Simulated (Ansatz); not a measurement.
**B2PLYP/def2-SVP run of CH5AlOSi (SMILES [CH2]1O[SiH2][AlH]1)**

Aim: the vertical ionisation energy of CH5AlOSi at B2PLYP/def2-SVP, from 2 runs. 

Program for the calculation: Ansatz 0.2.0.

118 further runs of the same task are left out: 1 that didn't finish, 117 set aside as unsound or not needed.

**1. The structure to begin with**

CH5AlOSi has 9 atoms, charge 0, and is taken as a singlet. SMILES: `[CH2]1O[SiH2][AlH]1`. Geometry: relaxed at PBE0-D4/def2-TZVP.

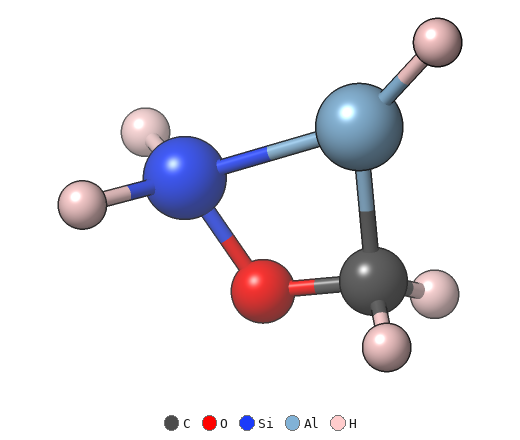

Viewed from a chosen angle; carbon dark grey, oxygen red, silicon blue, aluminium light blue, hydrogen pink.

**2. The energy at B2PLYP/def2-SVP**

The input, in.yaml:

```yaml
crystal:
  periodic: [false, false, false]
  atoms:
    - {symbol: C, position_ang: [-0.309900, 1.022500, -0.653500]}
    - {symbol: O, position_ang: [0.621100, -0.021300, -1.022900]}
    - {symbol: Si, position_ang: [0.767800, -1.223900, 0.135800]}
    - {symbol: Al, position_ang: [-0.858800, 0.279300, 1.121100]}
    - {symbol: H, position_ang: [-1.090200, 1.097600, -1.420100]}
    - {symbol: H, position_ang: [0.213300, 1.986000, -0.643000]}
    - {symbol: H, position_ang: [2.177700, -1.338300, 0.615000]}
    - {symbol: H, position_ang: [0.422400, -2.560600, -0.433300]}
    - {symbol: H, position_ang: [-1.855100, 0.712400, 2.283700]}
basis:
  gaussian: {orbitals: def2-SVP}
hamiltonian: {xc: {name: B2PLYP}}
correlation: {frozen_orbitals: {Al: 5, C: 1, H: 0, O: 1, Si: 5}}
accuracy: high
output: {orbitals: {seedname: orbitals}}
```

Started as:

```bash
$ ansatz run in.yaml --threads 1 --pin off --max-ram 3480MiB --events-out events.jsonl --progress --plain --runs-dir runs
```

The program printed:

```text
Warning: RAYON_NUM_THREADS=1 ignored (pool sized by the plan → 1); use --threads N
Functional definition: B2PLYP
  name "B2PLYP"
  parameter a = 0.53
  parameter c = 0.27
  exchange = (1 - a)*b88_x + a*exact_x
  correlation = (1 - c)*lyp_c + c*(mp2_os + mp2_ss)
1975 factors; integrals over basis functions are off by at most 3.9e-9 eV
mean field evaluation 1: about -17614.0088 eV, gradient 4.0e1 eV
mean field evaluation 2: about -17614.3662 eV, gradient 4.0e1 eV
mean field evaluation 4: about -17617.9182 eV, gradient 5.1e0 eV
mean field evaluation 8: about -17617.9819 eV, gradient 4.0e-1 eV
mean field evaluation 16: about -17617.9823 eV, gradient 2.6e-5 eV
mean field -17617.98229468 eV, -647.4489074321 hartree, gradient 8.9e-8 eV, S^2 0.000000; 0 other end points of the search recorded, 0 dependent functions left out
12 core orbitals not correlated: weight in the atoms' cores, before any rotation towards them, 1.000 or more for the frozen orbitals, at most 0.000 for the correlated occupied ones
reference -17617.98232232 eV, -647.4489084478 hartree; 11, 11 occupied and 66, 66 virtual orbitals, 1975 factors
second order -16.01856727 eV of doubles, -0.00000000 eV of singles
Total energy: -17622.30733548 eV, -647.6078497500 hartree
```

Wall time 6.6 s (1 thread of Intel Xeon 6975P-C (Granite Rapids), shared host); peak memory 0.32 GiB.

**3. The doublet cation, same level**

The input, molecule.yaml:

```yaml
crystal:
  periodic: [false, false, false]
  atoms:
    - {symbol: C, position_ang: [-0.309900, 1.022500, -0.653500]}
    - {symbol: O, position_ang: [0.621100, -0.021300, -1.022900]}
    - {symbol: Si, position_ang: [0.767800, -1.223900, 0.135800]}
    - {symbol: Al, position_ang: [-0.858800, 0.279300, 1.121100]}
    - {symbol: H, position_ang: [-1.090200, 1.097600, -1.420100]}
    - {symbol: H, position_ang: [0.213300, 1.986000, -0.643000]}
    - {symbol: H, position_ang: [2.177700, -1.338300, 0.615000]}
    - {symbol: H, position_ang: [0.422400, -2.560600, -0.433300]}
    - {symbol: H, position_ang: [-1.855100, 0.712400, 2.283700]}
basis:
  gaussian:
    orbitals: def2-SVP
total_charge: 1
magnetization:
  spin_polarized: true
  initial_magnetization: 1
hamiltonian:
  xc: {name: B2PLYP}
correlation:
  frozen_orbitals: {Al: 5, C: 1, H: 0, O: 1, Si: 5}
accuracy: high
output:
  orbitals: {seedname: orbitals}
```

Started as:

```bash
$ ansatz run molecule.yaml --threads 1 --pin off --max-ram 3480MiB --events-out events.jsonl --progress --plain --runs-dir runs
```

The program printed (excerpt; [...] marks lines left out):

```text
Warning: RAYON_NUM_THREADS=1 ignored (pool sized by the plan → 1); use --threads N
[... 2 set-up lines as earlier in the session ...]
[...]
1974 factors; integrals over basis functions are off by at most 4.0e-9 eV
[...]
mean field -17609.12887257 eV, -647.1235501707 hartree, gradient 8.2e-8 eV, S^2 0.761093; 6 other end points of the search recorded, 0 dependent functions left out
12 core orbitals not correlated: weight in the atoms' cores, before any rotation towards them, 1.000 or more for the frozen orbitals, at most 0.000 for the correlated occupied ones
reference -17609.12890058 eV, -647.1235512000 hartree; 11, 10 occupied and 66, 67 virtual orbitals, 1974 factors
second order -15.47771281 eV of doubles, -0.00000000 eV of singles
Total energy: -17613.30788304 eV, -647.2771259727 hartree
```

Wall time 22 s (1 thread of Intel Xeon 6975P-C (Granite Rapids), shared host); peak memory 0.6 GiB.

**4. Results**

Level: B2PLYP/def2-SVP, 12 core orbitals frozen.

| quantity | value |
| --- | --- |
| singlet CH5AlOSi: total energy | -647.60785 Eh |
| singlet CH5AlOSi: HOMO energy (SCF part's orbitals) | -7.88 eV |
| singlet CH5AlOSi: LUMO energy (SCF part's orbitals) | -0.92 eV |
| singlet CH5AlOSi: HOMO–LUMO gap (SCF part's orbitals) | 6.96 eV |
| doublet cation: total energy | -647.27713 Eh |
| doublet cation: HOMO energy (SCF part's orbitals) (highest over α and β) | -13.82 eV |
| doublet cation: LUMO energy (SCF part's orbitals) (lowest over α and β) | -9.82 eV |
| doublet cation: ⟨S²⟩ | 0.761 |
| vertical ionisation energy (to the doublet cation) | 8.999 eV |

In words: Removing an electron at fixed nuclei costs 9.00 eV (868 kJ/mol). −ε(HOMO) before ionisation, 7.88 eV, is 1.12 eV below this ionisation energy.
